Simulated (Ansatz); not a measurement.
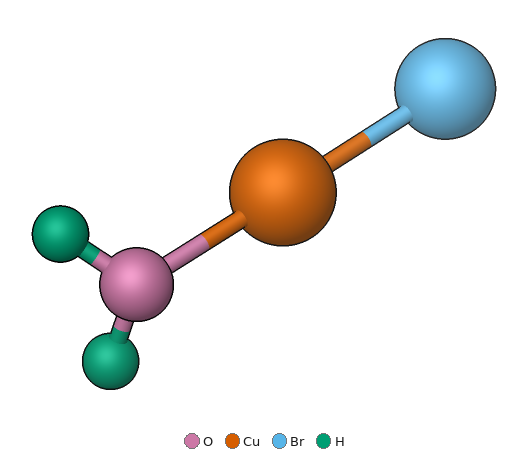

Ball-and-stick drawing of a structure.

The species is neutral and a spin singlet. The geometry was computed by an optimisation with PBE0-D4/def2-TZVP.

> Count the atoms of each element.

BrCuH2O, 5 atoms: 1 bromine, 1 copper, 2 hydrogen and 1 oxygen.

> What is its SMILES?

[OH2+][Cu-][Br]

> Count the bonded pairs by element.

2 O–H, 1 Cu–O, 1 Br–Cu.

More results for the same structure follow; atom numbers are the same in all pictures, views and colours differ.

Shape

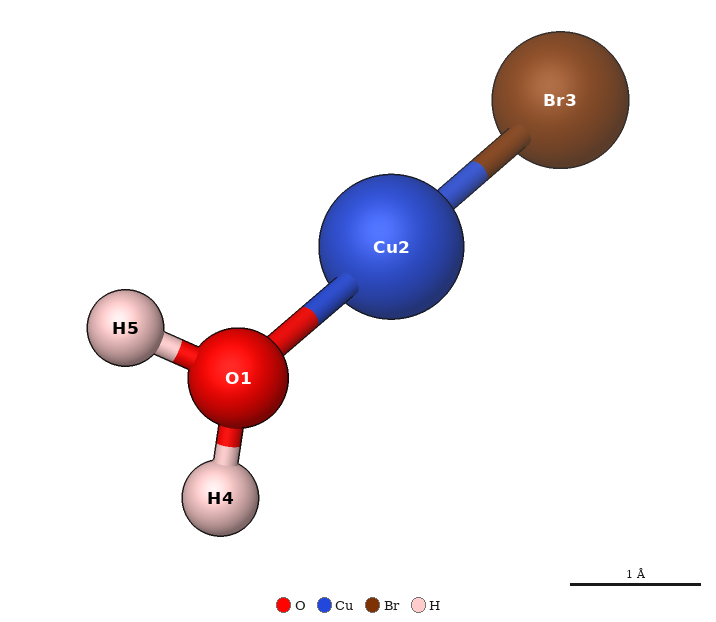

Atoms carry their numbers in the input.

Estimate the angles Cu2–O1–H4, H4–O1–H5, O1–Cu2–Br3.

```
     angle  degrees
 Cu2–O1–H4    115.5
  H4–O1–H5    107.1
O1–Cu2–Br3    179.2
```

Vibrations

Harmonic vibrations computed with RKS PBE0-D4/def2-TZVP (Ansatz 0.2.0) at a stationary point of the same level.

> How many vibrational modes are there, and where do they lie?

9 modes: 94, 96, 264, 398, 405, 579, 1628, 3824, 3916 cm⁻¹.

Charges

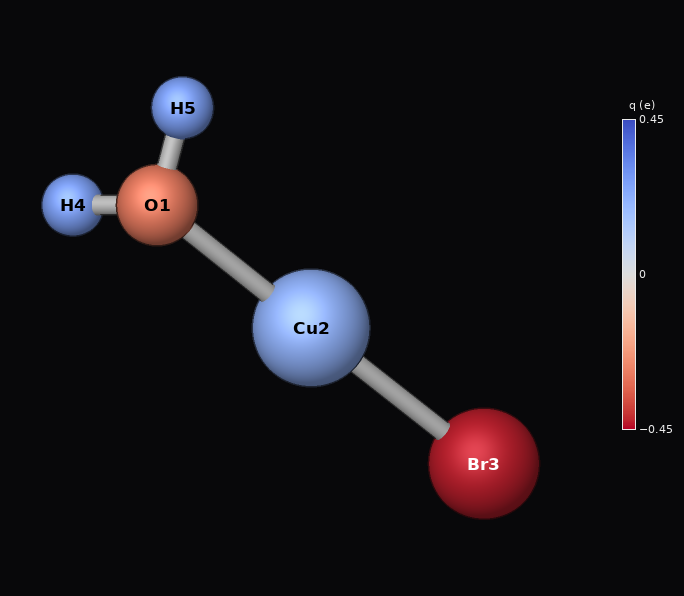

Atoms are coloured by their Mulliken charges. Level of theory: RKS r2SCAN-D4/def2-TZVPP (Ansatz 0.2.0).

> Which atom carries the highest charge (most positive or least negative)?

H4, H5 (0.25 e).

> And the lowest?

Br3 (−0.43 e).

List the Mulliken charges.

```
atom  value (e)
  O1      −0.28
 Cu2       0.21
 Br3      −0.43
  H4       0.25
  H5       0.25
```

Dipole moment

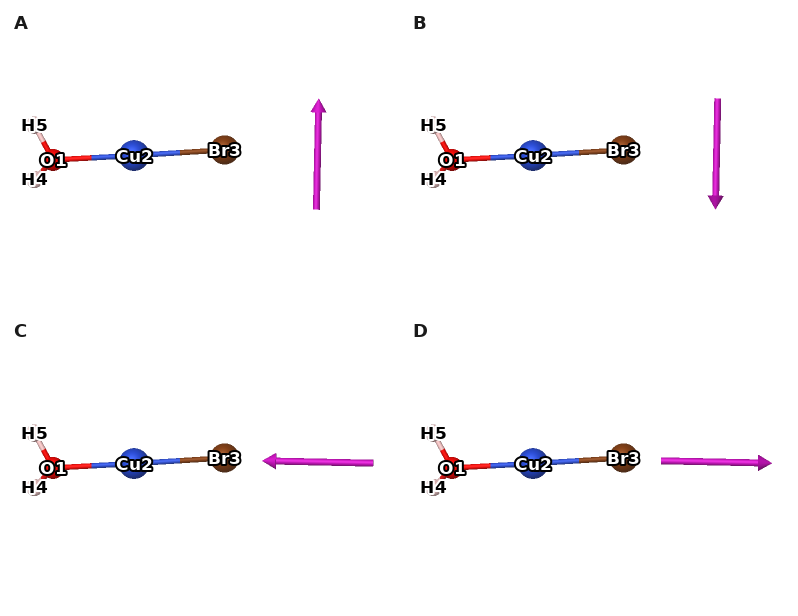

The same molecule four times, each with an arrow. Method: RKS ωB97M-V/def2-TZVPP (Ansatz 0.2.0).

> Which arrow points along the dipole moment, from the negative to the positive end?

C. The dipole moment is 8.58 D; it points from the side of Br3 to the side of H4, H5 (the outermost atoms at the two ends).

Mulliken values depend strongly on the basis set and can even reverse the polarity of a bond.
